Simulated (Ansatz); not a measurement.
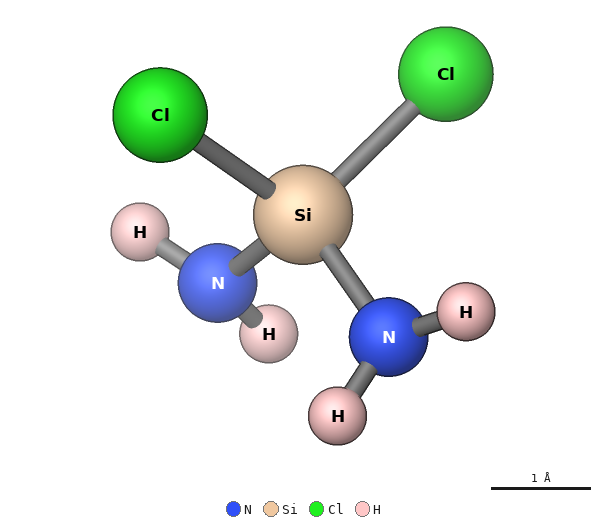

Depth is shown by fading: the farther an atom, the more it takes the colour of the background. The geometry was computed by an optimisation with PBE-D4/def2-SVP. No frequency run is at hand to confirm it as a minimum. Masses are those of the most abundant isotopes; constants are for the rigid equilibrium geometry.

Classify the rotor and give the rotational constants (cm⁻¹).

Answer. An asymmetric top (C2): A = 0.0891, B = 0.0635, C = 0.0529 cm⁻¹. Ray's parameter κ is −0.41, nearer the prolate limit.
